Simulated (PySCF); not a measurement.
System: C3H4F2 (SMILES [CH2][CH+]C(F)F) (charge +1, doublet).

```csv
atom,x (Å),y (Å),z (Å)
C,1.3781,-0.1440,-0.2627
C,0.2503,0.5158,-0.0661
C,-1.0972,-0.1375,0.2299
F,-2.1280,0.5908,-0.1565
F,-1.2194,-1.3595,-0.2633
H,1.5669,-1.1774,0.0217
H,2.2148,0.3178,-0.7891
H,0.1625,1.6030,-0.0957
H,-1.1144,-0.2028,1.3566
```

Geometry: GFN2-xTB.

Level of theory: UKS B3LYP, pcH-1 on C F H, non-relativistic, mean-field spin-orbit, GIAO in PySCF 2.14.0, density-fitted response routines.

### What can the converged electron density, electron localisation function and spin density tell about the bonding?

C–C (1.32 Å): ρ is about 2.4 e/Å³ halfway; the ELF peaks at about 0.95 between the atoms (a short, multiple covalent bond).
C–H (1.09 Å): ρ is about 2.1 e/Å³ halfway; the ELF climbs to about 1 towards the hydrogen, as it does in any bond to H (an ordinary covalent bond to hydrogen).
C–C (1.53 Å): the density is about 1.7 e/Å³ at the midpoint; the ELF peaks at about 0.95 between the atoms: a shared electron pair.
The unpaired spin (1 electron) lies mostly on C1 (about 0.4), C2 (about 0.3), C3 (about 0.1) and H9 (about 0.1), in electrons by Hirshfeld's partition.

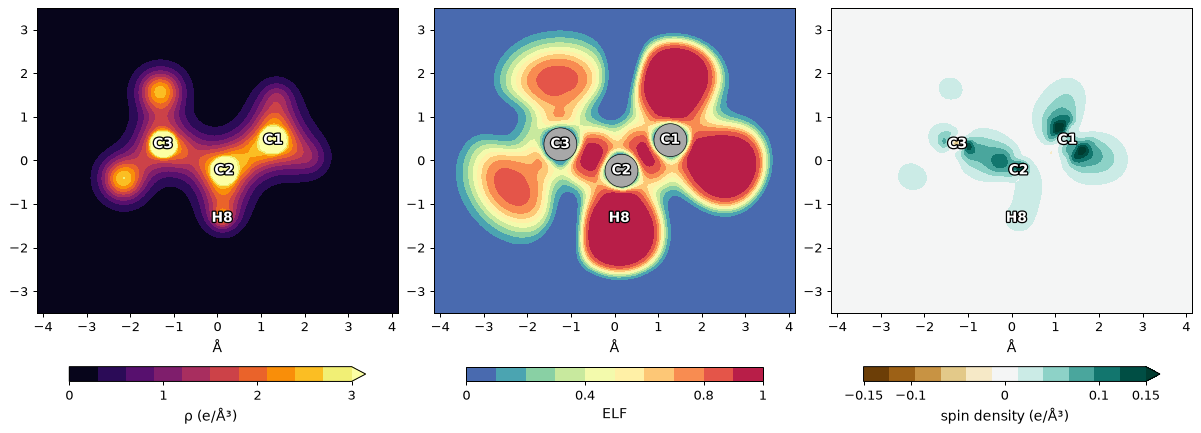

Computed electron density, electron localisation function and spin density on the plane of atoms C1, C2 and C3, in this order. Grey discs cover the atomic cores in the ELF map. 
